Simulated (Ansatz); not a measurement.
**C2HFS: single point from an input written key by key**

A script is to give a single point from an input written key by key; the system is C2HFS. SMILES: FC=C=S.

Computed with the Python package of Ansatz 0.2.0. Level of theory: MP2/def2-SVP.

**1. The structure**

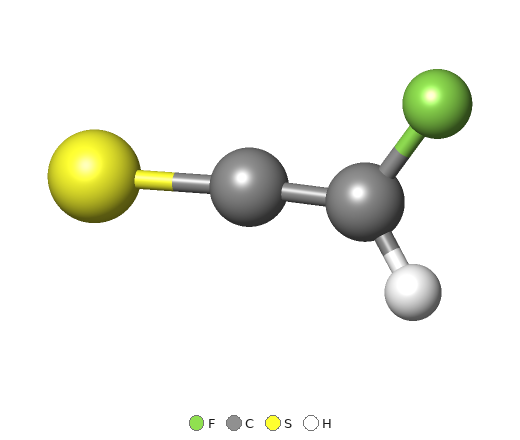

The structure that the script starts from, seen from a chosen angle (fluorine green, carbon grey, sulfur yellow, hydrogen white).

The script holds or builds the structure itself.

**2. The script**

run_deck.py

```python
"""Run C2HFS from an input written out key by key."""

import ansatz as az
import numpy as np

DECK = """
crystal:
  periodic: [false, false, false]
  atoms:
    - { symbol: F, position_ang: [0.1937, -0.0514, 1.7166] }
    - { symbol: C, position_ang: [0.3803, 0.2216, 0.4004] }
    - { symbol: C, position_ang: [-0.4223, -0.2217, -0.5468] }
    - { symbol: S, position_ang: [-1.3809, -0.8279, -1.8485] }
    - { symbol: H, position_ang: [1.2792, 0.8057, 0.2368] }
basis:
  gaussian: { orbitals: def2-SVP, nuclear_model: point }
correlation:
  method: mp2
output:
  forces: true
"""


def main() -> None:
    session = az.Session.from_yaml(DECK)
    data = session.plan(threads=1).execute().report

    for key in ("converged", "free_energy_ev", "reference_energy_ev", "n_frozen", "n_occupied", "n_virtual"):
        print(f"{key:22s} {data[key]}")
    symbols = ["F", "C", "C", "S", "H"]
    parts = data["correlation"]
    for name in ("random_phase", "coupled_cluster", "perturbative"):
        if name in parts:
            print(f"{name:16s} {parts[name]['energy']['hartree']:12.7f} Ha")
    if "second_order" in parts:
        pair = parts["second_order"]
        print(f"MP2 same spin {pair['same_spin']['hartree']:.7f} Ha, opposite spin {pair['opposite_spin']['hartree']:.7f} Ha")
    field = data["mean_field"]
    print("<S^2> =", round(abs(field["state"]["spin_squared"]), 4), " all-electron relativity setting:", field["relativity"])
    print("passes:", field["passes"])
    if "symmetry" in field:
        print("occupied orbitals by irrep:", field["symmetry"]["occupied"])

    forces = np.array(data["forces_ev_ang"])
    print("largest force", round(float(np.linalg.norm(forces, axis=1).max()), 4), "eV/A, rms", round(float(np.sqrt((forces ** 2).mean())), 4))
    charges = data["charge_distribution"]
    print("dipole moment", round(4.803205 * float(np.linalg.norm(charges["dipole_moment_e_ang"])), 3), "D")
    print("Mulliken:", [(s, round(q, 3)) for s, q in zip(symbols, charges["mulliken_charges_e"])])


if __name__ == "__main__":
    main()
```

**3. Running it**

On the command line:

```sh
python run_deck.py
```

Log:

```text
converged              True
free_energy_ev         -15605.128094520458
reference_energy_ev    -15589.676066393762
n_frozen               8
n_occupied             [11, 11]
n_virtual              [46, 46]
MP2 same spin -0.1488525 Ha, opposite spin -0.4189990 Ha
<S^2> = 0.0  all-electron relativity setting: none
passes: {'evaluations': 12, 'products': 40}
occupied orbitals by irrep: [{'A': 19}, {'A': 19}]
largest force 6.0096 eV/A, rms 2.1551
dipole moment 1.302 D
Mulliken: [('F', -0.246), ('C', 0.064), ('C', 0.024), ('S', 0.076), ('H', 0.082)]
```

Run time: 1.4 s. Hardware: 1 thread of Arm Neoverse V1, shared host; peak memory 0.17 GiB.

Lines on the test bed's own set-up are left out of the output.

**4. What the engine kept of the run**

From the engine's report, whether the script printed it or not:

```
                              item         value
                 SCF cycles in all            21
orbitals (without the frozen core)            57
                 total energy (eV)  -15605.12809
```

**5. The command-line twin**

The engine's input of that run, saved to a file, gives the whole log.

input.yaml

```yaml
crystal:
  periodic: [false, false, false]
  atoms:
    - { symbol: F, position_ang: [0.1937, -0.0514, 1.7166] }
    - { symbol: C, position_ang: [0.3803, 0.2216, 0.4004] }
    - { symbol: C, position_ang: [-0.4223, -0.2217, -0.5468] }
    - { symbol: S, position_ang: [-1.3809, -0.8279, -1.8485] }
    - { symbol: H, position_ang: [1.2792, 0.8057, 0.2368] }
basis:
  gaussian: { orbitals: def2-SVP, nuclear_model: point }
correlation:
  method: mp2
output:
  forces: true
```

On the command line:

```sh
ansatz run input.yaml --threads 1 --pin off --max-ram 4096MiB --backend cpu --events-out ev --progress --plain --runs-dir out
```

Log, cut to the lines that bear on the results:

```text
Warning: RAYON_NUM_THREADS=1 ignored (pool sized by the plan → 1); use --threads N
[...]
Functional definition: HF
[...]
631 factors; integrals over basis functions are off by at most 1.2e-3 eV
[...]
mean field -15589.67606639 eV, -572.9100283780 hartree, gradient 1.6e-6 eV, S^2 0.000000; 0 other end points of the search recorded, 0 dependent functions left out; unrestricted orbitals would lower it
[...]
8 core orbitals not correlated: weight in the atoms' cores, before any rotation towards them, 1.000 or more for the frozen orbitals, at most 0.000 for the correlated occupied ones
reference -15589.67606639 eV, -572.9100283780 hartree; 11, 11 occupied and 46, 46 virtual orbitals, 631 factors
second order -15.45202813 eV of doubles, -0.00000000 eV of singles
[...]
Total energy: -15605.12809452 eV, -573.4778799379 hartree
Atom 0 at     0.193700    -0.051400     1.716600 Å, force    -0.169053     0.004723    -0.381903 eV/Å
Atom 1 at     0.380300     0.221600     0.400400 Å, force     0.182481    -0.117491     1.040477 eV/Å
Atom 2 at    -0.422300    -0.221700    -0.546800 Å, force    -3.259233    -2.129436    -4.577964 eV/Å
Atom 3 at    -1.380900    -0.827900    -1.848500 Å, force     3.096750     2.028393     4.282811 eV/Å
Atom 4 at     1.279200     0.805700     0.236800 Å, force     0.149055     0.213811    -0.363422 eV/Å
Dipole moment:     0.126403     0.095302    -0.220159 e Å
```

Run time: 1.3 s. Hardware: 1 thread of Arm Neoverse V1, shared host; peak memory 0.11 GiB.

Script and command line differ by 0.000 meV in the energy.

**6. What came out**

```
     quantity           value
 total energy  -15605.1281 eV
largest force      6.010 eV/Å
dipole moment          1.30 D
```

What this shows: Forces reach 6.01 eV/Å, so the atoms aren't at rest. The geometry is a force-field or estimated start, not a minimum of this method, and the basis set is short of its limit.
